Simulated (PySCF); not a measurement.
```xyz
13

O     3.2864   -1.6327    0.8510
C     3.2369   -0.8154   -0.0145
O     2.1311   -0.3017   -0.4936
Si    0.6434   -0.7607    0.1085
S    -0.6996   -0.6322   -1.5707
C    -2.0336   -0.0776   -0.4624
C    -1.6069    1.1301    0.3419
S    -0.1310    0.8140    1.3747
H     4.1172   -0.3896   -0.5215
H    -2.3094   -0.9113    0.1829
H    -2.8781    0.1798   -1.1012
H    -2.4009    1.4361    1.0224
H    -1.3597    1.9618   -0.3189
```

Geometry: GFN2-xTB.

Method: UKS B3LYP, pcH-1 on C H O S Si, non-relativistic, mean-field spin-orbit, GIAO (PySCF 2.14.0, density-fitted response routines).

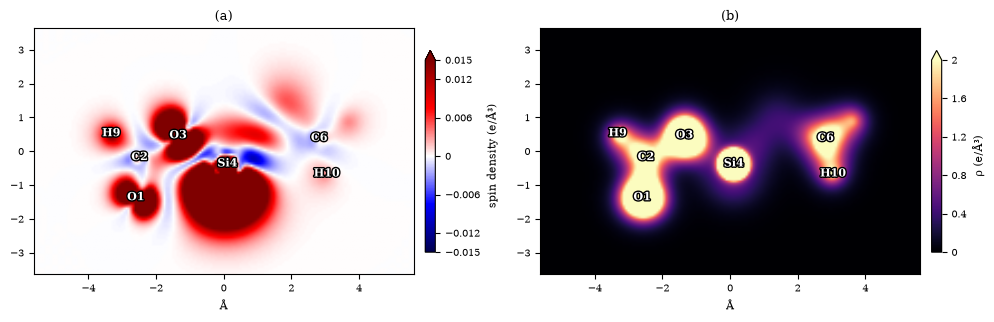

C$_{3}$H$_{5}$O$_{2}$S$_{2}$Si (SMILES O=CO[Si]1SCCS1) (doublet). (a) spin density (α minus β); (b) total electron density on the plane of atoms O1, C2 and O3.

**Describe what can be read from this map.**

The plane passes through O, C, Si and H nuclei. C–O (1.19 Å): ρ is about 3.3 e/Å³ halfway. Si–O (1.67 Å): ρ is about 1.1 e/Å³ halfway. C–H (1.10 Å): ρ is about 2 e/Å³ halfway. C–O (1.31 Å): ρ at the midpoint is about 2.6 e/Å³. The unpaired spin (1 electron) lies mostly on Si4 (about 0.6), S8 (about 0.1) and S5 (about 0.1), in electrons by Hirshfeld's partition.
